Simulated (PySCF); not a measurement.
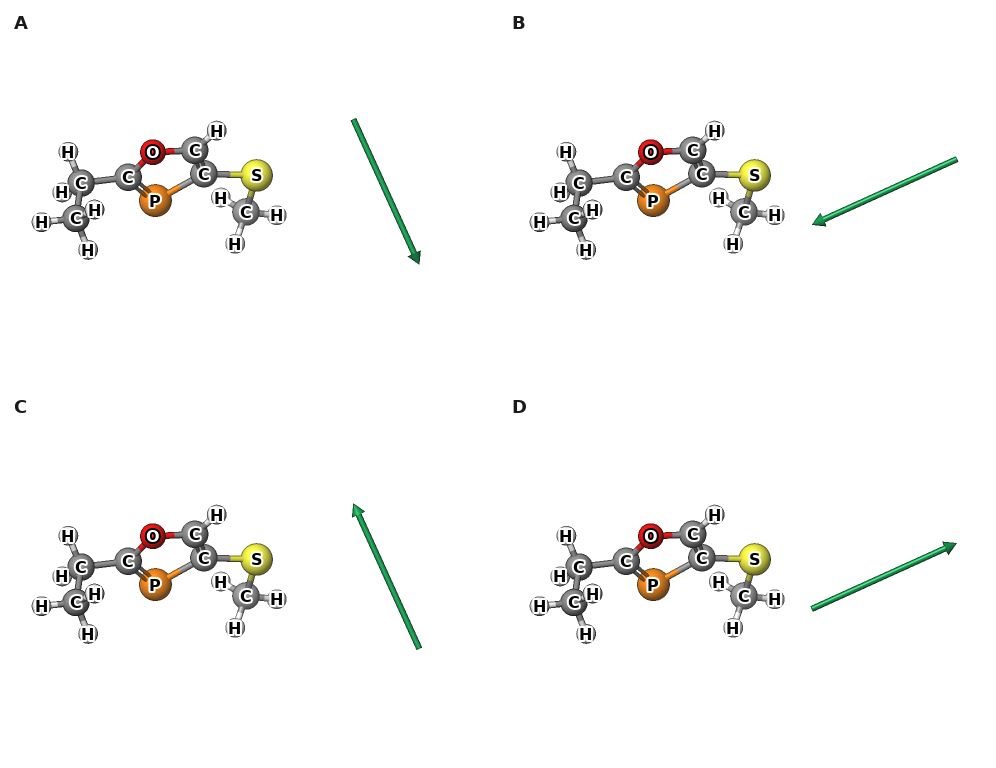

The same molecule four times, each with an arrow. The geometry was computed by an optimisation with GFN2-xTB. No frequency run is at hand to confirm it as a minimum. Method: PBE0/pcSseg-1, gas phase (PySCF 2.14.0).

**Which arrow points along the dipole moment, from the negative to the positive end?**

B. The dipole moment is 1.02 D.

The geometry is semi-empirical. Around P such bond lengths and angles can be off by a tenth of an ångström or more and by several degrees, and values that hang on the shape move with them.
